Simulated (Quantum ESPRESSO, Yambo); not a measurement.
# CdF2 (Fm-3m): G0W0 in Yambo against the bands

How does the gap of CdF2 (Fm-3m) converge in the bands?

Main program and level: Yambo 5.3.0; PBE and many-body steps on it, plane waves.

### 1. Starting point

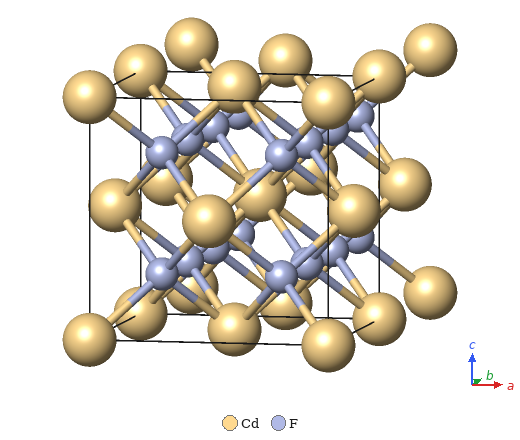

The starting structure, seen slightly off an axis (cadmium orange, fluorine light blue). 1×2×1 cells are drawn. This picture shows the conventional cell, with its axes. Some periodic images of atoms are drawn too.

Coordinates:

```xyz
3
Lattice="0.0000 2.6940 2.6940 2.6940 0.0000 2.6940 2.6940 2.6940 0.0000" Properties=species:S:1:pos:R:3 pbc="T T T"
Cd    0.0000    0.0000    0.0000
F     1.3470    1.3470    1.3470
F     4.0410    4.0410    4.0410
```

The cell and positions come from the Crystallography Open Database and are kept as given unless a step says otherwise.

### 2. 43 bands

This step: Yambo 5.3.0; G0W0 on PBE, plane waves, norm-conserving pseudopotentials.

G0W0 replaces the xc potential by the self-energy, built once from these orbitals. Only a window of levels is corrected, while the sums run over the empty bands that the input names.

The input, gw1.in:

```
HF_and_locXC
gw0
dyson
ppa
em1d
rim_cut
RandQpts= 1000000
RandGvec= 1 RL
EXXRLvcs= 94 Ry
VXCRLvcs= 376 Ry
Chimod= "HARTREE"
% BndsRnXp
 1 | 43 |
%
NGsBlkXp= 15.5 Ry
% LongDrXp
 1 | 1 | 1 |
%
% GbndRnge
 1 | 43 |
%
DysSolver= "n"
ExtendOut
PPAPntXp= 27.21138 eV
% QPkrange
 8 | 8 | 16 | 19 |
 1 | 1 | 16 | 19 |
%
```

Launch:

```console
$ OMP_NUM_THREADS=1 mpirun -n 8 yambo -F gw1.in -J gw1 -C gw1 > gw1.log
```

Output:

```text
 Yambo, version 5.3.0

 [02] CORE Variables Setup
 =========================

  [... cell, symmetries and grids as in the set-up ...]

  [02.05] Energies & Occupations
  ==============================

  [X] === General ===
  [X] Electronic Temperature                        :  0.000000  0.000000 [eV K]
  [X] Bosonic    Temperature                        :  0.000000  0.000000 [eV K]
  [X] Finite Temperature mode                       : no
  [X] El. density                                   :  0.86947E+24 [cm-3]
  [X] Fermi Level                                   :  6.529877 [eV]

  [X] === Gaps and Widths ===
  [X] Conduction Band Min                           :  3.124002 [eV]
  [X] Valence Band Max                              :  0.000000 [eV]
  [X] Filled Bands                                  :  17
  [X] Empty Bands                                   :    18   478
  [X] Direct Gap                                    :  3.619370 [eV]
  [X] Direct Gap localized at k                     :  1
  [X] Indirect Gap                                  :  3.124002 [eV]
  [X] Indirect Gap between kpts                     :   8   1
  [X] Last valence band width                       :  0.495368 [eV]
  [X] 1st conduction band width                     :  4.976966 [eV]

 [03] Transferred momenta grid and indexing
 ==========================================

 IBZ Q-points                                      :   8
 BZ  Q-points                                      :   64

 K/Q-points units:
 rlu = crystal or reduced units; cc = cartesian coordinates; iku = interal k-units

 Q [1]          [rlu]:  0.000000  0.000000  0.000000
 Q [2]          [rlu]: -0.36046E-16 -0.36046E-16  0.25000
 Q [3]          [rlu]:  0.72092E-16  0.72092E-16 -0.50000
 Q [4]          [rlu]: -0.65886E-17  0.25000      0.25000
 Q [5]          [rlu]:  0.60598E-16  0.25000      0.50000
 Q [6]          [rlu]:  0.72092E-16  0.25000     -0.25000
 Q [7]          [rlu]:  0.13177E-16 -0.50000     -0.50000
 Q [8]          [rlu]:  0.250000 -0.500000 -0.250000

 [04] Coloumb potential Random Integration (RIM)
 ===============================================

  [04.01] RIM initialization
  ==========================

  * Diagonal components only detected *

  8 x (sBL volume)        :  0.117498 [a.u.]
  sBZ random points       :  1000000
  Points outside the sBZ  :   7968281
  RL volume               :  0.939984 [a.u.]
  Integrated volume       :  0.943725 [a.u.]

  [04.02] RIM integrals
  =====================

  Gamma point sphere radius             :  0.088844 [a.u.]
  Points outside the sphere             :   800476
  [Int_sBZ(q=0) 1/q^2]*(Vol_sBZ)^(-1/3) =:  7.776341
                                 should be <:  7.795600

  Summary of Coulomb integrals for non-metallic bands |Q|[au] RIM/Bare

  Q [1] 0.100000E-4 0.997530 * Q [2] 0.267211 1.068862
  Q [4] 0.308548 1.067204 * Q [6] 0.436353 1.029264
  Q [5] 0.511670 1.022872 * Q [3] 0.534422 1.020326
  Q [7] 0.617097 1.017560 * Q [8] 0.689935 1.014592

 [05] Dipoles
 ============

  [05.01] Setup: observables and procedures
  =========================================

 [06] Dynamic Dielectric Matrix (PPA)
 ====================================

 [SLK-Inversion]  Pools        :  2
 [SLK-Inversion]  BLACS grid   :  2  2

 [WR./gw1//ndb.pp]---------------------------------------------------------------
  Brillouin Zone Q/K grids (IBZ/BZ)                :    8   64    8   64
  RL vectors                                       :   4957 [WF]
  Coulomb cutoff potential                         : none
  Electronic Temperature                           :  0.000000 [K]
  Bosonic    Temperature                           :  0.000000 [K]
  PPA    diel. fun.  energies                      : Perdew, Burke & Ernzerhof(X)+Perdew, Burke & Ernzerhof(C)
  wavefunctions                                    : Perdew, Burke & Ernzerhof(X)+Perdew, Burke & Ernzerhof(C)
  Global Gauge                                     : length
  X matrix size                                    :  307
  X band range                                     :    1   43
  X e/h energy range                               : -1.000000 -1.000000 [eV]
  X Time ordering                                  : R
  X Hxc Kernel                                     : HARTREE
  X Drude frequency                                :  0.000000  0.000000
  X poles                                          :  100.0000 [o/o]
  RL vectors in the sum                            :   4957
  [r,Vnl] included                                 : yes
  Field direction                                  :  0.577350E-5  0.577350E-5  0.577350E-5
  BZ energy Double Grid                            : no
  BZ energy DbGd points                            : 0
  BZ Q point size factor                           : -1.000000
  X Optical Averaged directions                    : none

 [07] Local Exchange-Correlation + Non-Local Fock
 ================================================

 [VXC] Plane waves :   32647
 [EXS] Plane waves :   4111

 QP @ state[ 1 ] K range:  1  1
 QP @ state[ 1 ] b range:  16  19
 QP @ state[ 2 ] K range:   8   8
 QP @ state[ 2 ] b range:  16  19

 [xc] Functional : Perdew, Burke & Ernzerhof(X)+Perdew, Burke & Ernzerhof(C)
 [xc] LIBXC used to calculate xc functional
  PP Number of Atomic Species                      :  2
  NLCC RL compoments                               :   32647
  PP Number of Atomic Species                      :  2
  NLCC RL compoments                               :   32647

 [xc] E_xc :  -24.65861 [Ha]
      E_xc :  -49.31721 [Ry]

  Local XC kind (lXC) : Perdew, Burke & Ernzerhof(X)+Perdew, Burke & Ernzerhof(C)
  Non-Local XC kind (nlXC) : Hartree-Fock

  Corrections @ K [1] :  [eV]
 <16|nlXC|16> = -32.30963 -0.13387E-16 <16|lXC|16> = -24.99307 -0.18889E-15
 <17|nlXC|17> = -32.30946 -0.63187E-17 <17|lXC|17> = -24.99307 -0.37758E-15
 <18|nlXC|18> = -7.995135  0.16467E-17 <18|lXC|18> = -12.40280  0.18886E-15
 <19|nlXC|19> = -4.691559 -0.55539E-18 <19|lXC|19> = -10.20232  0.94393E-16

  Corrections @ K [8] :  [eV]
 <16|nlXC|16> = -30.55527  0.88879E-17 <16|lXC|16> = -23.13818  0.11801E-15
 <17|nlXC|17> = -31.56146  0.75495E-18 <17|lXC|17> = -24.39238  0.51548E-17
 <18|nlXC|18> = -10.76548 -0.26226E-18 <18|lXC|18> = -16.75171  0.47226E-16
 <19|nlXC|19> = -6.369104 -0.29490E-18 <19|lXC|19> = -10.95815  0.70812E-16

  [07.01] Hartree-Fock occupations report
  =======================================

  [Hartree-Fock] === General ===
  [Hartree-Fock] Electronic Temperature             :  0.000000  0.000000 [eV K]
  [Hartree-Fock] Bosonic    Temperature             :  0.000000  0.000000 [eV K]
  [Hartree-Fock] Finite Temperature mode            : no
  [Hartree-Fock] El. density                        :  0.86947E+24 [cm-3]
  [Hartree-Fock] Fermi Level                        :  6.529877 [eV]

  [Hartree-Fock] === Gaps and Widths ===
  [Hartree-Fock] Conduction Band Min                :  4.990531 [eV]
  [Hartree-Fock] Valence Band Max                   : -0.088828 [eV]
  [Hartree-Fock] Filled Bands                       :  17
  [Hartree-Fock] Empty Bands                        :    18   478
  [Hartree-Fock] Direct Gap                         :  5.439233 [eV]
  [Hartree-Fock] Direct Gap localized at k          :  2
  [Hartree-Fock] Indirect Gap                       :  5.079359 [eV]
  [Hartree-Fock] Indirect Gap between kpts          :   7   2
  [Hartree-Fock] Last valence band width            :  7.722932 [eV]
  [Hartree-Fock] 1st conduction band width          :  9.096662 [eV]

 [08] Dyson equation: Newton solver
 ==================================

  [08.01] G0W0 (W PPA)
  ====================

  [  GW  ] Bands range     :    1   43
  [GW/PPA] G damping       :  0.100000 [eV]

  QP @ state[ 1 ] K range:  1  1
  QP @ state[ 1 ] b range:  16  19
  QP @ state[ 2 ] K range:   8   8
  QP @ state[ 2 ] b range:  16  19

   Sc/G bands                                       :    1   43
   Sc/G damping                                     :  0.100000 ev
   Sc bands terminator                              : no
   Sx RL components                                 :   4111

   QP @ state[ 1 ] K range                          :  1  1
   QP @ state[ 1 ] b range                          :  16  19
   QP @ state[ 2 ] K range                          :   8   8
   QP @ state[ 2 ] b range                          :  16  19
   GF energies kind                                 : Perdew, Burke & Ernzerhof(X)+Perdew, Burke & Ernzerhof(C)
   GF WF`s kind                                     : Perdew, Burke & Ernzerhof(X)+Perdew, Burke & Ernzerhof(C)
   Xs energies kind                                 : Perdew, Burke & Ernzerhof(X)+Perdew, Burke & Ernzerhof(C)
   Xs WF`s kind                                     : Perdew, Burke & Ernzerhof(X)+Perdew, Burke & Ernzerhof(C)

 [11] Game Over & Game summary
```

It took 24 s on 8 MPI ranks of Arm Neoverse V2, shared host; peak memory 3.4 GiB.

Numbers from this step:

```yaml
g0w0_gap_on_the_points_computed: 5.562 eV
starting_gap_on_the_mesh: 3.124 eV
k_of_the_valence_top: 0.25, -0.5, -0.25
k_of_the_conduction_bottom: 0, 0, 0
least_direct_g0w0_gap_on_the_computed_points: 6.348 eV
z_at_the_valence_top: 0.7903
z_at_the_conduction_bottom: 0.8704
```

The gap on the mesh goes from 3.12 eV to 5.56 eV, a correction of +2.44 eV.

### 3. 74 bands

gw2.in, as its differences from gw1.in of step 2:

```diff
@@ -12,3 +12,3 @@
 % BndsRnXp
- 1 | 43 |
+ 1 | 74 |
 %
@@ -19,3 +19,3 @@
 % GbndRnge
- 1 | 43 |
+ 1 | 74 |
 %
```

Launch:

```console
$ OMP_NUM_THREADS=1 mpirun -n 8 yambo -F gw2.in -J gw2 -C gw2 > gw2.log
```

Output:

```text
 Yambo, version 5.3.0

 [02] CORE Variables Setup
 =========================

  [... cell, symmetries and grids as in the set-up ...]

  [02.05] Energies & Occupations
  ==============================

  [X] === General ===
  [X] Electronic Temperature                        :  0.000000  0.000000 [eV K]
  [X] Bosonic    Temperature                        :  0.000000  0.000000 [eV K]
  [X] Finite Temperature mode                       : no
  [X] El. density                                   :  0.86947E+24 [cm-3]
  [X] Fermi Level                                   :  6.529877 [eV]

  [X] === Gaps and Widths ===
  [X] Conduction Band Min                           :  3.124002 [eV]
  [X] Valence Band Max                              :  0.000000 [eV]
  [X] Filled Bands                                  :  17
  [X] Empty Bands                                   :    18   478
  [X] Direct Gap                                    :  3.619370 [eV]
  [X] Direct Gap localized at k                     :  1
  [X] Indirect Gap                                  :  3.124002 [eV]
  [X] Indirect Gap between kpts                     :   8   1
  [X] Last valence band width                       :  0.495368 [eV]
  [X] 1st conduction band width                     :  4.976966 [eV]

 [03] Transferred momenta grid and indexing
 ==========================================

 IBZ Q-points                                      :   8
 BZ  Q-points                                      :   64

 K/Q-points units:
 rlu = crystal or reduced units; cc = cartesian coordinates; iku = interal k-units

 Q [1]          [rlu]:  0.000000  0.000000  0.000000
 Q [2]          [rlu]: -0.36046E-16 -0.36046E-16  0.25000
 Q [3]          [rlu]:  0.72092E-16  0.72092E-16 -0.50000
[...]
[Hartree-Fock] El. density                        :  0.86947E+24 [cm-3]
  [Hartree-Fock] Fermi Level                        :  6.529877 [eV]

  [Hartree-Fock] === Gaps and Widths ===
  [Hartree-Fock] Conduction Band Min                :  4.990531 [eV]
  [Hartree-Fock] Valence Band Max                   : -0.088828 [eV]
  [Hartree-Fock] Filled Bands                       :  17
  [Hartree-Fock] Empty Bands                        :    18   478
  [Hartree-Fock] Direct Gap                         :  5.439233 [eV]
  [Hartree-Fock] Direct Gap localized at k          :  2
  [Hartree-Fock] Indirect Gap                       :  5.079359 [eV]
  [Hartree-Fock] Indirect Gap between kpts          :   7   2
  [Hartree-Fock] Last valence band width            :  7.722932 [eV]
  [Hartree-Fock] 1st conduction band width          :  9.096662 [eV]

 [08] Dyson equation: Newton solver
 ==================================

  [08.01] G0W0 (W PPA)
  ====================

  [  GW  ] Bands range     :    1   74
  [GW/PPA] G damping       :  0.100000 [eV]

  QP @ state[ 1 ] K range:  1  1
  QP @ state[ 1 ] b range:  16  19
  QP @ state[ 2 ] K range:   8   8
  QP @ state[ 2 ] b range:  16  19

   Sc/G bands                                       :    1   74
   Sc/G damping                                     :  0.100000 ev
   Sc bands terminator                              : no
   Sx RL components                                 :   4111

   QP @ state[ 1 ] K range                          :  1  1
   QP @ state[ 1 ] b range                          :  16  19
   QP @ state[ 2 ] K range                          :   8   8
   QP @ state[ 2 ] b range                          :  16  19
   GF energies kind                                 : Perdew, Burke & Ernzerhof(X)+Perdew, Burke & Ernzerhof(C)
   GF WF`s kind                                     : Perdew, Burke & Ernzerhof(X)+Perdew, Burke & Ernzerhof(C)
   Xs energies kind                                 : Perdew, Burke & Ernzerhof(X)+Perdew, Burke & Ernzerhof(C)
   Xs WF`s kind                                     : Perdew, Burke & Ernzerhof(X)+Perdew, Burke & Ernzerhof(C)

 [11] Game Over & Game summary
```

The job ended after 40 s (8 MPI ranks; peak memory 3.4 GiB).

Numbers from this step:

```
G0W0 gap on the points computed              : 5.339 eV
starting gap on the mesh                     : 3.124 eV
k of the valence top                         : 0.25, -0.5, -0.25
k of the conduction bottom                   : 0, 0, 0
least direct G0W0 gap on the computed points : 6.102 eV
Z at the valence top                         : 0.7955
Z at the conduction bottom                   : 0.8701
```

Against the run before, the gap moves by −0.223 eV.

### 4. 133 bands

gw3.in, as its differences from gw2.in of step 3:

```diff
@@ -12,3 +12,3 @@
 % BndsRnXp
- 1 | 74 |
+ 1 | 133 |
 %
@@ -19,3 +19,3 @@
 % GbndRnge
- 1 | 74 |
+ 1 | 133 |
 %
```

Launch:

```console
$ OMP_NUM_THREADS=1 mpirun -n 8 yambo -F gw3.in -J gw3 -C gw3 > gw3.log
```

Output:

```text
 Yambo, version 5.3.0

 [02] CORE Variables Setup
 =========================

  [... cell, symmetries and grids as in the set-up ...]

  [02.05] Energies & Occupations
  ==============================

  [X] === General ===
  [X] Electronic Temperature                        :  0.000000  0.000000 [eV K]
  [X] Bosonic    Temperature                        :  0.000000  0.000000 [eV K]
  [X] Finite Temperature mode                       : no
  [X] El. density                                   :  0.86947E+24 [cm-3]
[...]
QP @ state[ 1 ] b range                          :  16  19
   QP @ state[ 2 ] K range                          :   8   8
   QP @ state[ 2 ] b range                          :  16  19
   GF energies kind                                 : Perdew, Burke & Ernzerhof(X)+Perdew, Burke & Ernzerhof(C)
   GF WF`s kind                                     : Perdew, Burke & Ernzerhof(X)+Perdew, Burke & Ernzerhof(C)
   Xs energies kind                                 : Perdew, Burke & Ernzerhof(X)+Perdew, Burke & Ernzerhof(C)
   Xs WF`s kind                                     : Perdew, Burke & Ernzerhof(X)+Perdew, Burke & Ernzerhof(C)

 [11] Game Over & Game summary
```

Wall time 69 s (8 MPI ranks); peak memory 3.4 GiB.

This step gave:

```
G0W0 gap on the points computed              : 5.346 eV
starting gap on the mesh                     : 3.124 eV
k of the valence top                         : 0.25, -0.5, -0.25
k of the conduction bottom                   : 0, 0, 0
least direct G0W0 gap on the computed points : 6.108 eV
```

Against the run before, the gap moves by +0.007 eV.

(Continued in part 2 of 2.)

[Paths, hosts, dates, memory and timing lines, banners, echoed tables and standing remarks are left out of the program output.]

[Logs are printed without paths, hosts, clocks, repeated set-up lines and the standing remarks that a program may print on its own settings, such as how far it seeks lower states.]

[Runs of the session that timed out or met a known fault of the program may be left out.]

[Hosts, paths, dates, database ids (printed as entryN), source tags and the programs' standing remarks are cut or masked in the printed files.]
